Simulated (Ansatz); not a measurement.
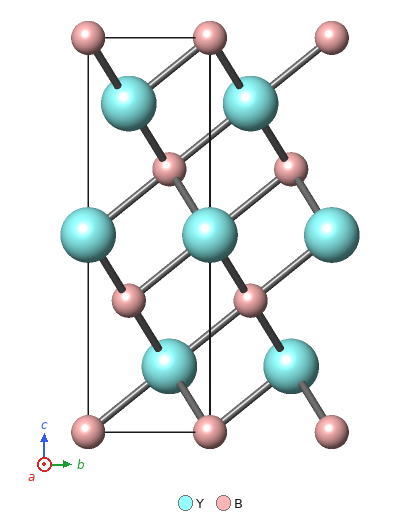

The picture looks along a close-packed row of the hexagonal mesh; c points upwards. Every atom sits on one of the three columns of the mesh; call them A, B, C in the order in which they first turn up. The sequence starts with the first layer at or above the cell's origin.

System YB; source of the atomic positions: the geometry relaxed with Ansatz 0.2.0, DFT PBE, scalar-relativistic, plane waves, PAW; the starting structure was generated, so it need not be a known form of this composition.

Give the sequence of layers in one repeat, with element and column.

Answer. B(A) – Y(B) – B(C) – Y(A) – B(B) – Y(C) (six layers in 10.12 Å).

How are the B layers alone stacked?

Answer. B layers alone: ACB, the cubic close-packed type.

Which positions between or in the B layers do the other atoms fill?

Answer. Y: three octahedral sites, counted in one hexagonal cell.
